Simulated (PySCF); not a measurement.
```yaml
atoms:
  - { symbol: C, position_ang: [2.9866, -0.5889, -0.9015] }
  - { symbol: C, position_ang: [2.3617, -0.1315, 0.0185] }
  - { symbol: P, position_ang: [1.6027, 0.5233, 1.4772] }
  - { symbol: C, position_ang: [0.6038, 1.8503, 0.6136] }
  - { symbol: C, position_ang: [-0.5742, 1.1475, 0.0124] }
  - { symbol: C, position_ang: [-0.8330, -0.0879, 0.4241] }
  - { symbol: Si, position_ang: [-2.2666, -1.1621, -0.1382] }
  - { symbol: C, position_ang: [0.1180, -0.6176, 1.4622] }
  - { symbol: H, position_ang: [3.4938, -0.9857, -1.7325] }
  - { symbol: H, position_ang: [0.2741, 2.5945, 1.3484] }
  - { symbol: H, position_ang: [1.2129, 2.3704, -0.1296] }
  - { symbol: H, position_ang: [-1.1794, 1.6712, -0.7121] }
  - { symbol: H, position_ang: [-3.0674, -0.4214, -1.1115] }
  - { symbol: H, position_ang: [-3.0797, -1.5043, 1.0331] }
  - { symbol: H, position_ang: [-1.7366, -2.3920, -0.7328] }
  - { symbol: H, position_ang: [-0.3566, -0.6102, 2.4497] }
  - { symbol: H, position_ang: [0.4329, -1.6436, 1.2585] }
```

Geometry: GFN2-xTB.

Method: PBE0/def2-SVPD, SCF density, gas phase (PySCF 2.14.0).

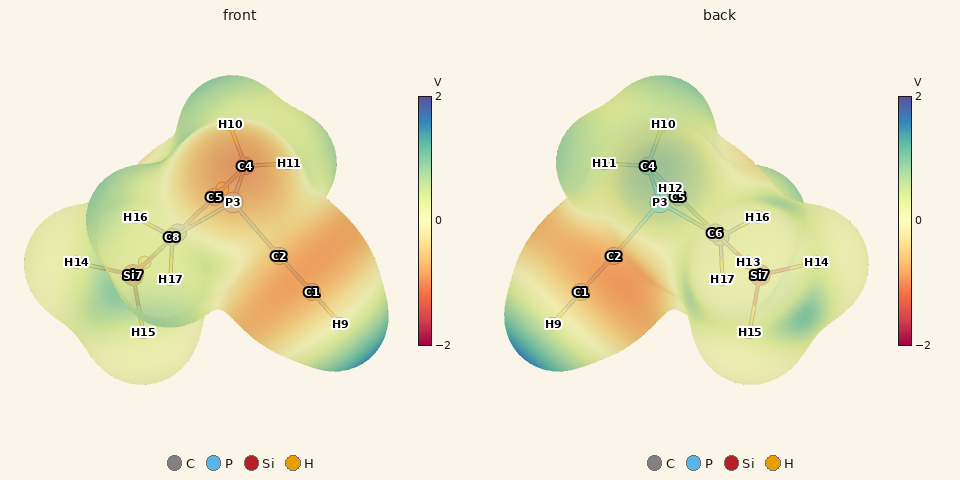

C6H9PSi (SMILES C#CP1CC=C([SiH3])C1). The molecular electrostatic potential painted on the density surface at 0.002 e/bohr³, seen from the front and from behind; red is negative and blue positive.

**Where is the surface potential most negative and most positive?**

The most negative region (about −1.0 V) lies over C1, C2 and P3, the most positive (about +1.5 V) over H9.

**What dipole moment does the calculation give?**

Its dipole moment is 1.04 D.
